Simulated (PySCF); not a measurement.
# Tin: the same states on changed settings

These states were run before on sound settings. What differs here: radial step 1.2 in ln r (0.13 in the sound run), unsound on purpose. What does it move?

Program: PySCF 2.14.0. Level of theory: unrestricted determinants in a Gaussian basis, no spin-orbit coupling in the energies. These are calculated values, not measurements, unless marked.

## Step 1: The system

```
Element     : tin (Z = 50)
Basis       : def2-TZVP with the def2 core potential (28 electrons) (6s5p3d2f, 50 functions)
Hamiltonian : scalar relativity through the core potential
State 1     : Sn⁺: [Kr] 4d10 5s2 5p1, 2P determinant
State 2     : Sn²⁺: [Kr] 4d10 5s2, closed-shell 1S
Methods     : B3LYP, M06-2X
```

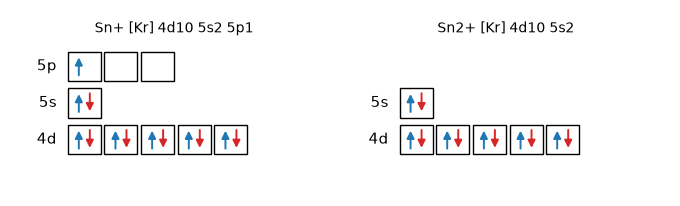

Occupation of the outer shells (arrows by Hund's rule).

The sound run (def2-TZVP with ECP28, scalar relativity through the core potential, symmetry-adapted start, fine grid, valence correlation) gave:

| species | method | energy (hartree) |
| --- | --- | --- |
| Sn⁺ | UHF | -213.08803 |
| Sn⁺ | B3LYP | -214.06049 |
| Sn⁺ | M06-2X | -213.93114 |
| Sn⁺ | MP2 (valence) | -213.12026 |
| Sn⁺ | CCSD(T) (valence) | -213.13270 |
| Sn²⁺ | UHF | -212.58271 |
| Sn²⁺ | B3LYP | -213.53425 |
| Sn²⁺ | M06-2X | -213.41162 |
| Sn²⁺ | MP2 (valence) | -212.60775 |
| Sn²⁺ | CCSD(T) (valence) | -212.61722 |

One driver process ran all states and methods and kept the integrals in memory. Each run is shown as a PySCF script that sums up its settings (the driver passes frozen orbitals as a list and adds second-order terms of double hybrids); the logs are those of the runs themselves. The driver starts from symmetry-adapted Hartree-Fock orbitals, holds the occupation by maximum overlap and uses a logarithmic radial grid for functionals, so a plain start would take other cycles.

It was started by

```sh
> OMP_NUM_THREADS=1 python atomrun2.py TASK.json OUT
```

The integrals over 50 functions and the set-up took 0.12 s of CPU time.

The grid is set inside the driver, so the scripts do not show it: radial step 1.2 in ln r (0.13 in the sound run).

## Step 2: Changed run, Sn⁺

Level: B3LYP.

File input.py:

```python
from pyscf import gto, scf, dft, mp, cc
import basis_set_exchange as bse
txt = bse.get_basis("def2-TZVP", elements=["Sn"], fmt="nwchem", header=False)
cut = txt.index("\nECP")
mol = gto.M(atom="Sn 0 0 0", charge=1, spin=1, symmetry="D2h",
            basis=gto.basis.parse(txt[:cut]),
            ecp={"Sn": gto.basis.parse_ecp(txt[cut:])})
mf = dft.UKS(mol, xc="B3LYP")
mf.irrep_nelec = {'Ag': (4, 4), 'B1g': (1, 1), 'B2g': (1, 1), 'B3g': (1, 1), 'B1u': (1, 1), 'B2u': (2, 1), 'B3u': (1, 1)}
mf.kernel()
```

The program printed:

```text
damping factor = 0
level_shift factor = 0
DIIS = <class 'pyscf.scf.diis.CDIIS'>
diis_start_cycle = 1
diis_space = 10
diis_damp = 0
SCF conv_tol = 1e-09
SCF conv_tol_grad = None
number electrons alpha = 11  beta = 10
XC functionals = B3LYP
    P. J. Stephens, F. J. Devlin, C. F. Chabalowski, and M. J. Frisch.,  J. Phys. Chem. 98, 11623 (1994)
cycle= 1 E= -217.693037159713  delta_E= -0.593  |g|= 0.521  |ddm|= 5.77
cycle= 2 E= -217.709344809482  delta_E= -0.0163  |g|= 0.483  |ddm|= 0.949
cycle= 3 E= -217.780495912026  delta_E= -0.0712  |g|= 0.00871  |ddm|= 0.452
cycle= 4 E= -217.780534794296  delta_E= -3.89e-05  |g|= 0.00145  |ddm|= 0.0181
cycle= 5 E= -217.780536046022  delta_E= -1.25e-06  |g|= 0.000177  |ddm|= 0.0027
cycle= 6 E= -217.780536071811  delta_E= -2.58e-08  |g|= 6.64e-06  |ddm|= 0.000452
cycle= 7 E= -217.780536071851  delta_E= -4.02e-11  |g|= 9.06e-07  |ddm|= 2.13e-05
converged SCF energy = -217.780536071851  <S^2> = 0.75809541  2S+1 = 2.0080791
```

It took 0.16 s on 1 thread of Neoverse-V1, shared host, the integrals not counted.

Orbital energies by shell (radii are means over both spins):

| shell | electrons | mean orbital energy (eV) | spread (eV) | rms radius (bohr) |
| --- | --- | --- | --- | --- |
| 4s α | 1 | -157.29 | 0 | 0.818 |
| 4s β | 1 | -157.25 | 0 | 0.818 |
| 4p α | 3 | -104.00 | 0.475 | 0.922 |
| 4p β | 3 | -103.98 | 0.682 | 0.922 |
| 4d α | 5 | -30.037 | 0.526 | 1.18 |
| 4d β | 5 | -29.902 | 0.806 | 1.18 |
| 5s α | 1 | -24.161 | 0 | 2.32 |
| 5s β | 1 | -22.481 | 0 | 2.32 |
| 5p α | 1 | -16.947 | 0 | 2.46 |

⟨S²⟩ = 0.758, ⟨L²⟩ = 2.03.

Energies and moments cover only the electrons outside the core potential.

Level: M06-2X.

input.py, as changed from the run before:

```diff
@@ -7,3 +7,3 @@
             ecp={"Sn": gto.basis.parse_ecp(txt[cut:])})
-mf = dft.UKS(mol, xc="B3LYP")
+mf = dft.UKS(mol, xc="M062X")
 mf.irrep_nelec = {'Ag': (4, 4), 'B1g': (1, 1), 'B2g': (1, 1), 'B3g': (1, 1), 'B1u': (1, 1), 'B2u': (2, 1), 'B3u': (1, 1)}
```

The program printed:

```text
damping factor = 0
level_shift factor = 0
DIIS = <class 'pyscf.scf.diis.CDIIS'>
diis_start_cycle = 1
diis_space = 10
diis_damp = 0
SCF conv_tol = 1e-09
SCF conv_tol_grad = None
number electrons alpha = 11  beta = 10
XC functionals = M062X
    Y. Zhao and D. G. Truhlar.,  Theor. Chem. Acc. 120, 215 (2008)
    Y. Zhao and D. G. Truhlar.,  Theor. Chem. Acc. 120, 215 (2008)
cycle= 1 E= -215.223468887079  delta_E= -0.105  |g|= 0.206  |ddm|= 2.08
cycle= 2 E= -215.231534126767  delta_E= -0.00807  |g|= 0.139  |ddm|= 0.361
cycle= 3 E= -215.236399963347  delta_E= -0.00487  |g|= 0.00509  |ddm|= 0.161
cycle= 4 E= -215.236432775287  delta_E= -3.28e-05  |g|= 0.000625  |ddm|= 0.0266
cycle= 5 E= -215.236433319307  delta_E= -5.44e-07  |g|= 0.000133  |ddm|= 0.00362
cycle= 6 E= -215.236433336268  delta_E= -1.7e-08  |g|= 1.39e-05  |ddm|= 0.000717
cycle= 7 E= -215.236433336455  delta_E= -1.87e-10  |g|= 1.71e-06  |ddm|= 7.81e-05
converged SCF energy = -215.236433336455  <S^2> = 0.75384113  2S+1 = 2.0038374
```

Time after the integrals: 0.23 s (1 thread of Neoverse-V1, shared host).

Energies and moments cover only the electrons outside the core potential.

## Step 3: Changed run, Sn²⁺: the ladder of methods

Level: B3LYP.

File input.py:

```python
from pyscf import gto, scf, dft, mp, cc
import basis_set_exchange as bse
txt = bse.get_basis("def2-TZVP", elements=["Sn"], fmt="nwchem", header=False)
cut = txt.index("\nECP")
mol = gto.M(atom="Sn 0 0 0", charge=2, spin=0, symmetry="D2h",
            basis=gto.basis.parse(txt[:cut]),
            ecp={"Sn": gto.basis.parse_ecp(txt[cut:])})
mf = dft.UKS(mol, xc="B3LYP")
mf.irrep_nelec = {'Ag': (4, 4), 'B1g': (1, 1), 'B2g': (1, 1), 'B3g': (1, 1), 'B1u': (1, 1), 'B2u': (1, 1), 'B3u': (1, 1)}
mf.kernel()
```

The program printed:

```text
damping factor = 0
level_shift factor = 0
DIIS = <class 'pyscf.scf.diis.CDIIS'>
diis_start_cycle = 1
diis_space = 10
diis_damp = 0
SCF conv_tol = 1e-09
SCF conv_tol_grad = None
number electrons alpha = 10  beta = 10
XC functionals = B3LYP
    P. J. Stephens, F. J. Devlin, C. F. Chabalowski, and M. J. Frisch.,  J. Phys. Chem. 98, 11623 (1994)
cycle= 1 E= -216.980166070764  delta_E= -0.509  |g|= 0.479  |ddm|= 5.51
cycle= 2 E= -217.008007270501  delta_E= -0.0278  |g|= 0.367  |ddm|= 0.788
cycle= 3 E= -217.04724739815  delta_E= -0.0392  |g|= 0.00774  |ddm|= 0.352
cycle= 4 E= -217.0472698831  delta_E= -2.25e-05  |g|= 0.000554  |ddm|= 0.0113
cycle= 5 E= -217.047269973658  delta_E= -9.06e-08  |g|= 4.5e-06  |ddm|= 0.000694
cycle= 6 E= -217.047269973662  delta_E= -4.21e-12  |g|= 6.88e-08  |ddm|= 1.44e-05
converged SCF energy = -217.047269973662  <S^2> = -3.0198066e-14  2S+1 = 1
```

Time after the integrals: 0.14 s (1 thread of Neoverse-V1, shared host).

Orbital energies by shell (radii are means over both spins):

| shell | electrons | mean orbital energy (eV) | spread (eV) | rms radius (bohr) |
| --- | --- | --- | --- | --- |
| 4s | 2 | -168.25 | 0 | 0.818 |
| 4p | 6 | -115.04 | 0 | 0.921 |
| 4d | 10 | -40.978 | 0 | 1.16 |
| 5s | 2 | -32.303 | 0 | 2.28 |

⟨S²⟩ = 0.000, ⟨L²⟩ = 0.00.

Energies and moments cover only the electrons outside the core potential.

Level: M06-2X.

input.py, as changed from the run before:

```diff
@@ -7,3 +7,3 @@
             ecp={"Sn": gto.basis.parse_ecp(txt[cut:])})
-mf = dft.UKS(mol, xc="B3LYP")
+mf = dft.UKS(mol, xc="M062X")
 mf.irrep_nelec = {'Ag': (4, 4), 'B1g': (1, 1), 'B2g': (1, 1), 'B3g': (1, 1), 'B1u': (1, 1), 'B2u': (1, 1), 'B3u': (1, 1)}
```

The program printed:

```text
damping factor = 0
level_shift factor = 0
DIIS = <class 'pyscf.scf.diis.CDIIS'>
diis_start_cycle = 1
diis_space = 10
diis_damp = 0
SCF conv_tol = 1e-09
SCF conv_tol_grad = None
number electrons alpha = 10  beta = 10
XC functionals = M062X
    Y. Zhao and D. G. Truhlar.,  Theor. Chem. Acc. 120, 215 (2008)
    Y. Zhao and D. G. Truhlar.,  Theor. Chem. Acc. 120, 215 (2008)
cycle= 1 E= -214.627776898665  delta_E= -0.0776  |g|= 0.177  |ddm|= 1.93
cycle= 2 E= -214.632961233702  delta_E= -0.00518  |g|= 0.109  |ddm|= 0.284
cycle= 3 E= -214.635808679519  delta_E= -0.00285  |g|= 0.00125  |ddm|= 0.136
cycle= 4 E= -214.635809355732  delta_E= -6.76e-07  |g|= 0.000173  |ddm|= 0.0061
cycle= 5 E= -214.635809365155  delta_E= -9.42e-09  |g|= 6.22e-06  |ddm|= 0.000589
cycle= 6 E= -214.635809365175  delta_E= -2.05e-11  |g|= 6e-08  |ddm|= 2.72e-05
converged SCF energy = -214.635809365175  <S^2> = -2.8421709e-14  2S+1 = 1
```

It took 0.2 s on 1 thread of Neoverse-V1, shared host, the integrals not counted.

Energies and moments cover only the electrons outside the core potential.

## Step 4: What moved

| species | method | converged | energy less sound run (eV) |
| --- | --- | --- | --- |
| Sn⁺ | B3LYP | yes | -101.2277 |
| Sn⁺ | M06-2X | yes | -35.5188 |
| Sn²⁺ | B3LYP | yes | -95.5942 |
| Sn²⁺ | M06-2X | yes | -33.3120 |

Ionisation energy of Sn⁺:

| method | sound run (eV) | changed run (eV) | shift (eV) |
| --- | --- | --- | --- |
| UHF | 13.750 | 13.750 | +0.000 |
| B3LYP | 14.320 | 19.953 | +5.633 |
| M06-2X | 14.137 | 16.344 | +2.207 |

## Step 5: What came out

| quantity | value |
| --- | --- |
| change | radial step 1.2 in ln r (0.13 in the sound run) |
| runs converged | 4 of 4 |
| largest shift of a converged total energy | 101 eV |
| largest shift of the ionisation energy | +5.633 eV (B3LYP) |

The ionisation energy moves by up to 5.63 eV, at B3LYP. A coarse radial grid mis-integrates the density and the exchange-correlation energy, with errors of either sign; Hartree-Fock needs no grid. The setting is unsound on purpose, so these numbers are no properties of the atom.
